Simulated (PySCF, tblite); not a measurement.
# B₅H₅S: changes of charge, part 2 of 2

tblite 0.8.0 and PySCF 2.14.0. Atoms count from 0. Earlier steps stand in the parts before.

### 9 Optimising the geometry at PBE0-D3(BJ)/ma-def2-SVP

This step treats B₅H₅S− (doublet).

Job settings and geometry (Å):

```
{"job": {"xc": "PBE0", "basis": "ma-def2-SVP", "d3": "d3bj", "grid": 1, "kind": "geom"}, "charge": -1, "multiplicity": 2}
S      0.431524     1.304185    -0.854805
B     -1.130603     0.556878     0.030647
B      0.358553     0.690572     0.989566
B     -0.271867    -0.827038     0.534219
B     -0.285475    -0.482504    -1.135706
B      1.202850    -0.348574    -0.176679
H     -2.189043     1.110018     0.046234
H      0.703930     1.369338     1.909602
H     -0.591232    -1.793721     1.164656
H     -0.547763    -0.909999    -2.219668
H      2.344379    -0.650480    -0.356341
```

The log of the run:

```text
step   0  E = -524.96917873  max force = 0.035346
step   1  E = -524.97595349  max force = 0.029476
step   2  E = -524.98398666  max force = 0.017432
step   3  E = -524.98643482  max force = 0.008260
step   4  E = -524.98707100  max force = 0.003971
step   5  E = -524.98768463  max force = 0.007308
step   6  E = -524.98936430  max force = 0.017306
step   7  E = -524.99131085  max force = 0.016972
step   8  E = -524.93309717  max force = 0.125593
step   9  E = -524.99680530  max force = 0.017129
step  10  E = -524.99615142  max force = 0.017969
step  11  E = -525.00115524  max force = 0.009895
step  12  E = -525.00269413  max force = 0.004394
step  13  E = -525.00336653  max force = 0.003658
step  14  E = -525.00407870  max force = 0.003213
step  15  E = -525.00417335  max force = 0.002508
step  16  E = -525.00436879  max force = 0.000906
step  17  E = -525.00439225  max force = 0.001003
step  18  E = -525.00441322  max force = 0.001124
step  19  E = -525.00442965  max force = 0.000936
step  20  E = -525.00444571  max force = 0.000530
step  21  E = -525.00445256  max force = 0.000486
step  22  E = -525.00445424  max force = 0.000375
optimisation converged
```

Wall time 3.9 min (1 thread of Arm Neoverse V1, shared host); peak memory 0.55 GiB.

Along the way: (the energy doesn't fall at every step)

```csv
step,energy from step 0 (eV),largest force component (eV/Å)
0,0.0000,1.8176
1,-0.1844,1.5157
2,-0.4029,0.8964
3,-0.4696,0.4247
4,-0.4869,0.2042
5,-0.5036,0.3758
6,-0.5493,0.8899
7,-0.6022,0.8727
8,0.9818,6.4583
9,-0.7518,0.8808
10,-0.7340,0.9240
11,-0.8701,0.5088
12,-0.9120,0.2259
13,-0.9303,0.1881
14,-0.9497,0.1652
15,-0.9523,0.1290
16,-0.9576,0.0466
17,-0.9582,0.0516
18,-0.9588,0.0578
19,-0.9592,0.0481
20,-0.9597,0.0273
21,-0.9598,0.0250
22,-0.9599,0.0193
```

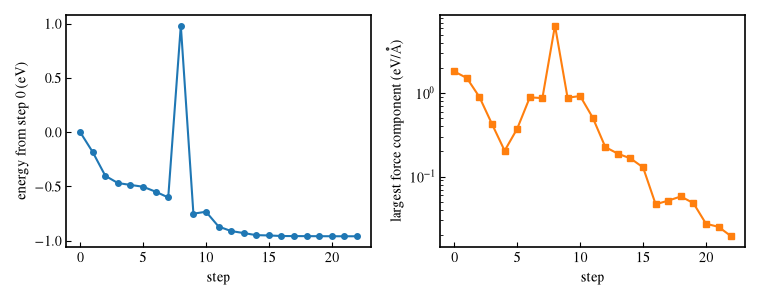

Energy and largest force along the relaxation.

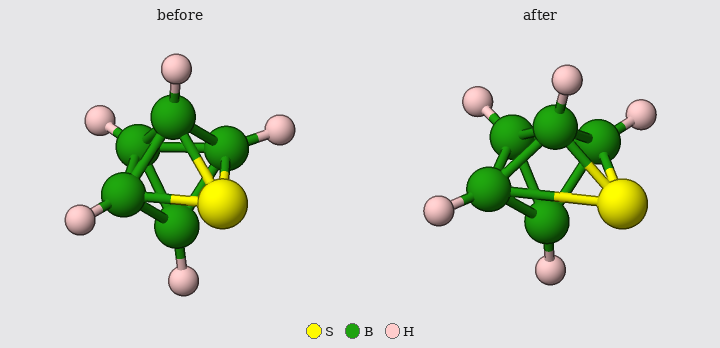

The geometry before (left) and after (right).

Close pairs (by a distance rule), those that changed most:

```csv
bond,before (Å),after (Å),change (Å)
S0–B5,1.946,2.590,+0.645
S0–B1,1.945,1.888,-0.056
B3–B4,1.705,1.758,+0.053
B1–B2,1.776,1.829,+0.053
B1–B4,1.776,1.828,+0.052
B2–B3,1.705,1.757,+0.052
B1–B3,1.705,1.658,-0.047
B3–B5,1.706,1.663,-0.043
```

The end geometry stands in the next job.

```csv
at the end point,value
point group (found at 0.08 Å tolerance),Cs
"rotational constants (GHz, main isotopes)","5.636, 3.524, 3.421"
⟨S²⟩,0.757
```

### 10 Single point (B5H5S): PBE0-D3(BJ)/ma-def2-SVP

Geometry: PBE0-D3(BJ)/ma-def2-SVP, that of another charge or spin state.

Job settings and geometry (Å):

```
{"job": {"kind": "sp", "xc": "PBE0", "basis": "ma-def2-SVP", "d3": "d3bj", "grid": 2}, "charge": 0, "multiplicity": 1}
S     -0.065751     1.477072    -1.118372
B     -1.154351     0.485180     0.063786
B      0.519806     0.889449     0.679316
B     -0.169261    -0.726126     0.621124
B     -0.172167    -0.500351    -1.122410
B      1.297080    -0.489529    -0.125732
H     -2.303164     0.780716     0.278436
H      0.786315     1.704310     1.534608
H     -0.526993    -1.573122     1.410082
H     -0.604220    -1.092377    -2.086486
H      2.415282    -0.937951    -0.209695
```

The log of the run:

```text
coarse grid: 10160 points
cycle   1  E = -524.8175017578  dE =  1.116e+00  |g| = 4.283e-01  |ddm| = 5.078e+00
cycle   2  E = -524.6984411961  dE =  1.191e-01  |g| = 7.315e-01  |ddm| = 2.810e+00
cycle   3  E = -524.8766452208  dE = -1.782e-01  |g| = 7.648e-02  |ddm| = 2.253e+00
cycle   4  E = -524.8777420488  dE = -1.097e-03  |g| = 5.547e-02  |ddm| = 2.884e-01
cycle   5  E = -524.8787638885  dE = -1.022e-03  |g| = 8.176e-03  |ddm| = 1.384e-01
cycle   6  E = -524.8787845185  dE = -2.063e-05  |g| = 3.148e-03  |ddm| = 3.174e-02
cycle   7  E = -524.8787876438  dE = -3.125e-06  |g| = 3.417e-04  |ddm| = 1.114e-02
final grid: 94648 points
cycle   8  E = -524.9344092202  dE = -1.498e-05  |g| = 1.000e-02  |ddm| = 1.421e-01
cycle   9  E = -524.9343402193  dE =  6.900e-05  |g| = 1.752e-02  |ddm| = 6.024e-02
cycle  10  E = -524.9344385250  dE = -9.831e-05  |g| = 2.207e-03  |ddm| = 4.464e-02
cycle  11  E = -524.9344402667  dE = -1.742e-06  |g| = 3.253e-04  |ddm| = 5.537e-03
cycle  12  E = -524.9344402989  dE = -3.216e-08  |g| = 7.465e-05  |ddm| = 1.380e-03
cycle  13  E = -524.9344403003  dE = -1.419e-09  |g| = 4.088e-05  |ddm| = 2.551e-04
converged SCF energy = -524.9344403003
```

Run time: 5 s. Hardware: 1 thread of Arm Neoverse V1, shared host; peak memory 0.57 GiB.

### 11 Single point (B5H5S− (doublet)): PBE0-D3(BJ)/ma-def2-SVP

Geometry: PBE0-D3(BJ)/ma-def2-SVP.

The job, as its differences from that of step 10:

```diff
@@ -1,2 +1,2 @@
-{"job": {"kind": "sp", "xc": "PBE0", "basis": "ma-def2-SVP", "d3": "d3bj", "grid": 2}, "charge": 0, "multiplicity": 1}
+{"job": {"kind": "sp", "xc": "PBE0", "basis": "ma-def2-SVP", "d3": "d3bj", "grid": 2}, "charge": -1, "multiplicity": 2}
 S     -0.065751     1.477072    -1.118372
```

The log of the run:

```text
final grid: 94648 points
cycle   1  E = -524.9426745179  dE =  2.347e-02  |g| = 2.961e-01  |ddm| = 1.700e+01
cycle   2  E = -524.8678557772  dE =  7.482e-02  |g| = 4.556e-01  |ddm| = 1.587e+01
cycle   3  E = -525.0023831590  dE = -1.345e-01  |g| = 5.405e-02  |ddm| = 2.592e+00
cycle   4  E = -525.0041440977  dE = -1.761e-03  |g| = 1.672e-02  |ddm| = 3.664e-01
cycle   5  E = -525.0043365868  dE = -1.925e-04  |g| = 5.916e-03  |ddm| = 3.030e-01
cycle   6  E = -525.0043611233  dE = -2.454e-05  |g| = 1.521e-03  |ddm| = 1.181e-01
cycle   7  E = -525.0043635183  dE = -2.395e-06  |g| = 9.672e-04  |ddm| = 8.096e-02
cycle   8  E = -525.0043644012  dE = -8.829e-07  |g| = 2.919e-04  |ddm| = 3.191e-02
cycle   9  E = -525.0043645088  dE = -1.076e-07  |g| = 5.323e-05  |ddm| = 5.540e-03
cycle  10  E = -525.0043645142  dE = -5.460e-09  |g| = 2.315e-05  |ddm| = 4.061e-03
converged SCF energy = -525.0043645142
```

It took 9.6 s on 1 thread of Arm Neoverse V1, shared host; peak memory 0.55 GiB.

### 12 Single point (B₅H₅S): PBE0-D3(BJ)/ma-def2-SVP in acetonitrile

Geometry: PBE0-D3(BJ)/ma-def2-SVP.

Job settings and geometry (Å):

```
{"job": {"kind": "sp", "xc": "PBE0", "basis": "ma-def2-SVP", "d3": "d3bj", "grid": 2, "solvent": "acetonitrile"}, "charge": 0, "multiplicity": 1}
S      0.431524     1.304185    -0.854805
B     -1.130603     0.556878     0.030647
B      0.358553     0.690572     0.989566
B     -0.271867    -0.827038     0.534219
B     -0.285475    -0.482504    -1.135706
B      1.202850    -0.348574    -0.176679
H     -2.189043     1.110018     0.046234
H      0.703930     1.369338     1.909602
H     -0.591232    -1.793721     1.164656
H     -0.547763    -0.909999    -2.219668
H      2.344379    -0.650480    -0.356341
```

The log of the run:

```text
final grid: 94648 points
cycle   1  E = -524.9870865497  dE = -1.032e-04  |g| = 2.204e-02  |ddm| = 3.114e-01
cycle   2  E = -524.9869213365  dE =  1.652e-04  |g| = 3.180e-02  |ddm| = 1.122e-01
cycle   3  E = -524.9872498721  dE = -3.285e-04  |g| = 9.558e-04  |ddm| = 6.358e-02
cycle   4  E = -524.9872501180  dE = -2.459e-07  |g| = 5.029e-04  |ddm| = 3.830e-03
cycle   5  E = -524.9872501927  dE = -7.467e-08  |g| = 1.028e-04  |ddm| = 1.807e-03
cycle   6  E = -524.9872501961  dE = -3.437e-09  |g| = 3.431e-05  |ddm| = 4.699e-04
converged SCF energy = -524.9872501961
```

It took 4.4 s on 1 thread of Arm Neoverse V1, shared host; peak memory 0.59 GiB.

### 13 Single point (B5H5S− (doublet)): PBE0-D3(BJ)/ma-def2-SVP in acetonitrile

Geometry: PBE0-D3(BJ)/ma-def2-SVP.

Job settings and geometry (Å):

```
{"job": {"kind": "sp", "xc": "PBE0", "basis": "ma-def2-SVP", "d3": "d3bj", "grid": 2, "solvent": "acetonitrile"}, "charge": -1, "multiplicity": 2}
S     -0.065751     1.477072    -1.118372
B     -1.154351     0.485180     0.063786
B      0.519806     0.889449     0.679316
B     -0.169261    -0.726126     0.621124
B     -0.172167    -0.500351    -1.122410
B      1.297080    -0.489529    -0.125732
H     -2.303164     0.780716     0.278436
H      0.786315     1.704310     1.534608
H     -0.526993    -1.573122     1.410082
H     -0.604220    -1.092377    -2.086486
H      2.415282    -0.937951    -0.209695
```

The log of the run:

```text
final grid: 94648 points
cycle   1  E = -525.0775536597  dE = -5.070e-04  |g| = 1.451e-02  |ddm| = 2.373e+00
cycle   2  E = -525.0774056514  dE =  1.480e-04  |g| = 2.114e-02  |ddm| = 2.021e-01
cycle   3  E = -525.0777074890  dE = -3.018e-04  |g| = 1.150e-03  |ddm| = 7.056e-02
cycle   4  E = -525.0777082432  dE = -7.542e-07  |g| = 5.573e-04  |ddm| = 1.901e-02
cycle   5  E = -525.0777084648  dE = -2.216e-07  |g| = 1.564e-04  |ddm| = 7.554e-03
cycle   6  E = -525.0777084875  dE = -2.264e-08  |g| = 5.300e-05  |ddm| = 3.143e-03
cycle   7  E = -525.0777084901  dE = -2.632e-09  |g| = 1.457e-05  |ddm| = 5.084e-04
converged SCF energy = -525.0777084901
```

Run time: 7.2 s. Hardware: 1 thread of Arm Neoverse V1, shared host; peak memory 0.57 GiB.

### 14 Changes of charge: PBE0-D3(BJ)/ma-def2-SVP

This step combines the energies above: geometries from PBE0-D3(BJ)/ma-def2-SVP, zero-point and thermal terms from GFN2-xTB.

Job settings and geometry (Å):

```
{"job": {"kind": "rx", "dirs": [-1], "deep": 3, "geom": {"xc": "PBE0", "basis": "ma-def2-SVP", "d3": "d3bj", "grid": 1}, "level": {"xc": "PBE0", "basis": "ma-def2-SVP", "d3": "d3bj", "solvents": ["acetonitrile"]}}, "charge": 0, "multiplicity": 1}
S      0.431524     1.304185    -0.854805
B     -1.130603     0.556878     0.030647
B      0.358553     0.690572     0.989566
B     -0.271867    -0.827038     0.534219
B     -0.285475    -0.482504    -1.135706
B      1.202850    -0.348574    -0.176679
H     -2.189043     1.110018     0.046234
H      0.703930     1.369338     1.909602
H     -0.591232    -1.793721     1.164656
H     -0.547763    -0.909999    -2.219668
H      2.344379    -0.650480    -0.356341
```

Output (the driver's rows laid out field by field):

```text
ionisation and electron attachment, PBE0-D3(BJ)/ma-def2-SVP // PBE0-D3(BJ)/ma-def2-SVP

row 1
  change                  reduction
  charge                  -1
  multiplicity            2
  vertical_ev             -0.4532
  vertical_s2             0.751
  formula                 B5H5S
  kept                    no
  pieces                  1
  point_group             Cs
  adiabatic_electronic_ev 0.5056
  adiabatic_ev            0.6485
  free_energy_ev          0.7176
  s2                      0.757
  bonds_moved             0 5 1.946 2.59; 0 1 1.945 1.888; 3 4 1.705 1.758; 1 2 1.776 1.829
  spin_on                 5 B 0.548; 0 S 0.253; 3 B 0.139
  charge_moved            0 S -0.325; 5 B -0.124
  vertical_back_ev        1.9027
  relaxation_parent_ev    1.3971
  relaxation_ion_ev       0.9588
  reorganisation_ev       2.3559
  solution                solvent acetonitrile, absolute_potential_v 2.6734, solvation_parent_kj -3.85, solvation_ion_kj -192.56
```

Wall time 5.1 min (1 thread of Arm Neoverse V1, shared host); peak memory 0.57 GiB.

Energy taken up on oxidation, or given off on reduction (eV; adiabatic with zero-point energy):

```csv
change,product,vertical,adiabatic,free energy,reorganisation,⟨S²⟩
reduction (multiplicity 2),B5H5S (rearranged),-0.45,0.65,0.72,2.36,0.76
```

On reduction to multiplicity 2 charge changes most on S0 (-0.33 e), B5 (-0.12 e); the spin sits on B5 (0.55), S0 (0.25), B3 (0.14); the bond S0–B5 goes from 1.946 to 2.590 Å; the absolute potential is 2.67 V in acetonitrile.

### 15 Summary of results

This closing draws on all 2 parts.

| quantity | value |
| --- | --- |
| strongest single infrared mode (GFN2-xTB) | 2644 cm⁻¹, 261 km/mol |
| zero-point energy (GFN2-xTB) | 41.2 kcal/mol |
| point group | C4v |
| rotational constants (main isotopes) | 5.41, 4.02, 4.02 GHz |
| electron affinity (PBE0-D3(BJ)/ma-def2-SVP) | vertical -0.45 eV, adiabatic 0.65 eV (unbound at the start geometry) |

No mode is imaginary among the 27: a minimum at this level. GFN2-xTB is a fitted tight-binding method: band positions and strengths are rough. Its intensities can rank the bands wrongly. Relaxing lowered the energy by 0.140 eV in 3 steps; the close pair that moved most is B1–B4, from 1.728 to 1.776 Å (PBE0/ma-def2-SVP). At PBE0-D3(BJ)/ma-def2-SVP, relaxation with the zero-point term after reduction moves the energy given off from -0.45 eV (vertical) to 0.65 eV (adiabatic, with zero-point energy).
